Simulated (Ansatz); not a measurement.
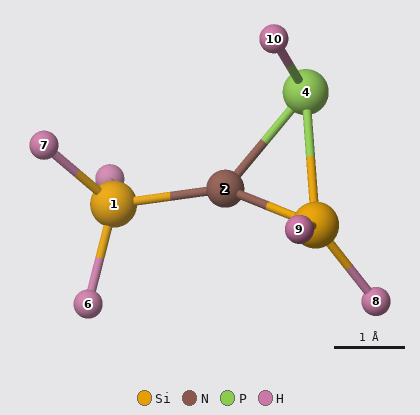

Fig. 1: The structure as given in the input (ball-and-stick view, seen at a tilt; atoms are numbered from 1 in the order of the input).

**Si₂PNH₆: nudged elastic band**

- system: Si₂PNH₆, multiplicity 2
- method: RKS r2SCAN/def2-SVP (Ansatz 0.2.0)

One setting was made poor on purpose. It belongs to a series of runs on one base structure; here: an input spoilt on purpose.

Input:
```yaml
crystal:
  periodic: [false, false, false]
  atoms:
    - { symbol: Si, position_ang: [-0.945168, 1.214505, -0.653315] }
    - { symbol: "N", position_ang: [-0.046657, -0.183733, -0.155386] }
    - { symbol: Si, position_ang: [0.425157, -1.295132, 1.075802] }
    - { symbol: P, position_ang: [1.246851, -1.150255, -0.974367] }
    - { symbol: H, position_ang: [-1.512115, 1.006667, -2.020594] }
    - { symbol: H, position_ang: [-2.048794, 1.426513, 0.329981] }
    - { symbol: H, position_ang: [-0.092199, 2.445216, -0.696513] }
    - { symbol: H, position_ang: [-0.523228, -2.380714, 1.43752] }
    - { symbol: H, position_ang: [1.176119, -0.766436, 2.247415] }
    - { symbol: H, position_ang: [2.403234, -0.367932, -0.587443] }
magnetization:
  spin_polarized: true
  initial_magnetization: 1
basis:
  gaussian: { orbitals: def2-SVP }
hamiltonian:
  xc: r2scan
neb:
  order_check: false
  images: 7
  f_tol: 0.05
  max_iterations: 8
  final_atoms:
    - { symbol: Si, position_ang: [-1.60477752, 1.19098074, -0.61316644] }
    - { symbol: "N", position_ang: [0.09967496, 0.58384876, 0.2515528] }
    - { symbol: Si, position_ang: [0.1246291, -1.1440382, 0.7548518] }
    - { symbol: P, position_ang: [1.36478619, -0.25826672, -0.85263696] }
    - { symbol: H, position_ang: [-1.64198348, -0.17103879, -1.33741983] }
    - { symbol: H, position_ang: [0.48189586, 1.28542667, 0.89158115] }
    - { symbol: H, position_ang: [-0.84465, 1.86485603, -1.76286804] }
    - { symbol: H, position_ang: [-1.13306938, -1.87761656, 0.51724383] }
    - { symbol: H, position_ang: [0.76474503, -1.35623175, 2.07770861] }
    - { symbol: H, position_ang: [2.47194923, -0.16922118, 0.07625309] }
  initial_path:
    images:
      - { positions_ang: [[-0.945168, 1.214505, -0.653315], [-0.046657, -0.183733, -0.155386], [0.425157, -1.295132, 1.075802], [1.246851, -1.150255, -0.974367], [-1.512115, 1.006667, -2.020594], [-2.048794, 1.426513, 0.329981], [-0.092199, 2.445216, -0.696513], [-0.523228, -2.380714, 1.43752], [1.176119, -0.766436, 2.247415], [2.403234, -0.367932, -0.587443]] }
      - { positions_ang: [[-0.95912023, 1.16670892, -0.63236009], [0.03667113, -0.06335512, -0.09472903], [0.26957925, -1.18004884, 1.09130018], [1.28424115, -0.95795402, -0.96813921], [-1.61114704, 0.78047666, -1.85082529], [-1.6524934, 1.38159632, 0.40130194], [-0.21879774, 2.37737627, -0.89011159], [-0.608904, -2.27524805, 1.21735148], [1.11901634, -0.89763831, 2.19928609], [2.42415454, -0.38321484, -0.46997449]] }
      - { positions_ang: [[-0.97307246, 1.11891285, -0.61140518], [0.11999926, 0.05702277, -0.03407206], [0.11400149, -1.06496569, 1.10679836], [1.32163131, -0.76565303, -0.96191142], [-1.71017909, 0.55428633, -1.68105659], [-1.25619279, 1.33667964, 0.47262289], [-0.34539648, 2.30953653, -1.08371018], [-0.69458001, -2.1697821, 0.99718297], [1.06191368, -1.02884061, 2.15115719], [2.44507509, -0.39849769, -0.35250598]] }
      - { positions_ang: [[-0.98702468, 1.07111677, -0.59045028], [0.20332739, 0.17740065, 0.02658491], [-0.04157626, -0.94988253, 1.12229654], [1.35902146, -0.57335205, -0.95568363], [-1.80921113, 0.32809599, -1.51128788], [-0.85989219, 1.29176296, 0.54394383], [-0.47199522, 2.2416968, -1.27730876], [-0.78025601, -2.06431615, 0.77701445], [1.00481102, -1.16004292, 2.10302828], [2.46599563, -0.41378053, -0.23503746]] }
      - { positions_ang: [[-1.00097691, 1.02332069, -0.56949537], [0.28665551, 0.29777853, 0.08724188], [-0.19715402, -0.83479937, 1.13779472], [1.39641162, -0.38105106, -0.94945585], [-1.90824318, 0.10190566, -1.34151917], [-0.46359158, 1.24684628, 0.61526477], [-0.59859396, 2.17385707, -1.47090735], [-0.86593201, -1.9588502, 0.55684594], [0.94770836, -1.29124523, 2.05489938], [2.48691617, -0.42906337, -0.11756895]] }
      - { positions_ang: [[-1.15192706, 1.06523571, -0.58041314], [0.23991038, 0.36929609, 0.12831961], [-0.11670824, -0.91210908, 1.04205899], [1.38850526, -0.35035498, -0.92525112], [-1.84167825, 0.03366955, -1.34049434], [-0.22721972, 1.25649138, 0.68434387], [-0.66010797, 2.09660681, -1.54389752], [-0.93271635, -1.93854179, 0.54694541], [0.90196753, -1.30749186, 2.06060168], [2.48317444, -0.36410282, -0.06911344]] }
      - { positions_ang: [[-1.30287722, 1.10715072, -0.59133091], [0.19316524, 0.44081365, 0.16939734], [-0.03626246, -0.98941879, 0.94632326], [1.3805989, -0.31965889, -0.9010464], [-1.77511333, -0.03456657, -1.3394695], [0.00915214, 1.26613648, 0.75342296], [-0.72162198, 2.01935655, -1.6168877], [-0.99950069, -1.91823338, 0.53704488], [0.85622669, -1.32373849, 2.06630399], [2.4794327, -0.29914228, -0.02065793]] }
      - { positions_ang: [[-1.45382737, 1.14906573, -0.60224867], [0.1464201, 0.51233121, 0.21047507], [0.04418332, -1.06672849, 0.85058753], [1.37269254, -0.28896281, -0.87684168], [-1.7085484, -0.10280268, -1.33844466], [0.245524, 1.27578157, 0.82250205], [-0.78313599, 1.94210629, -1.68987787], [-1.06628504, -1.89792497, 0.52714436], [0.81048586, -1.33998512, 2.0720063], [2.47569097, -0.23418173, 0.02779758]] }
      - { positions_ang: [[-1.60477752, 1.19098074, -0.61316644], [0.09967496, 0.58384876, 0.2515528], [0.1246291, -1.1440382, 0.7548518], [1.36478619, -0.25826672, -0.85263696], [-1.64198348, -0.17103879, -1.33741983], [0.48189586, 1.28542667, 0.89158115], [-0.84465, 1.86485603, -1.76286804], [-1.13306938, -1.87761656, 0.51724383], [0.76474503, -1.35623175, 2.07770861], [2.47194923, -0.16922118, 0.07625309]] }
```

Hardware: 2 threads of Arm Neoverse V1, 24 GiB of memory available, shared host.

Run as:
```bash
ansatz run input.yaml --threads 2 --pin off --max-ram 3072MiB --backend cpu --events-out ev --progress --plain --runs-dir out
```

What the program printed:
```
Error: a molecule whose nuclei and cores have a total charge of 56 cannot have a net charge of 0 together with 1 unpaired electrons
```

What the run reported:

```csv
quantity,value
outcome,refused by the program
```

What went wrong:

The program refused the input: “a molecule whose nuclei and cores have a total charge of 56 cannot have a net charge of 0 together with 1 unpaired electrons” A deliberately poor setting: bad input.
